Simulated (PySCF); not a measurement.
# C8H12: the cost of one run

Programs: PySCF 2.14.0, with routines of our own; each step states its level. All values are computed. Atoms count from 0.

### Step 1. The system as given

20 atoms, charge 0, multiplicity 1; geometry from: GFN2-xTB.

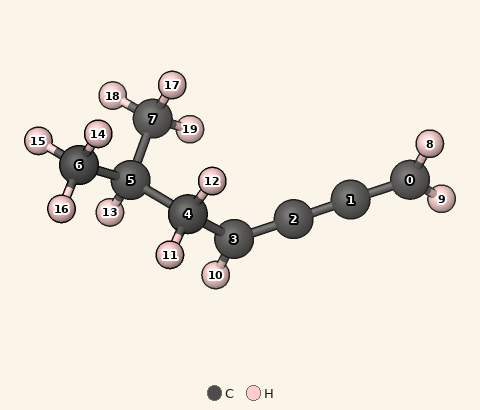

The starting geometry (carbon dark grey, hydrogen pink).

### Step 2. Magnetic properties: GIAO HF/pcSseg-1

Job settings and geometry (Å):

```
{"job": {"kind": "mag", "xc": "HF", "basis": "pcSseg-1", "isotopologues": 2}, "charge": 0, "multiplicity": 1}
C      4.114078     1.344761    -0.258544
C      3.065599     0.564317    -0.303920
C      2.064753    -0.196105    -0.363670
C      1.013967    -0.979331    -0.404876
C     -0.174228    -0.845023     0.494467
C     -1.445702    -0.505190    -0.300820
C     -2.675349    -0.598601     0.598475
C     -1.332730     0.888396    -0.912964
H      4.188815     2.148762     0.456399
H      4.943999     1.214122    -0.934989
H      0.966440    -1.774347    -1.140430
H     -0.329151    -1.795781     1.014643
H      0.008486    -0.070223     1.241557
H     -1.550660    -1.236372    -1.111048
H     -2.592249     0.099628     1.428769
H     -3.574995    -0.357454     0.036575
H     -2.785345    -1.602549     1.003464
H     -1.253901     1.639969    -0.129804
H     -2.208396     1.112858    -1.518270
H     -0.448579     0.958842    -1.542870
```

Level: GIAO HF/pcSseg-1 magnetisability, rotational g tensor and spin-rotation constants, non-relativistic, gas phase.

The run is started by

```console
$ OMP_NUM_THREADS=1 python excited_run.py task.json out
```

The driver reads the jobs from task.json and runs them one after another.

**Question.** How long does this first job take on 1 thread of Arm Neoverse V1, shared host, and how much memory does it need?

About 19 s, with a peak of 0.96 GiB.
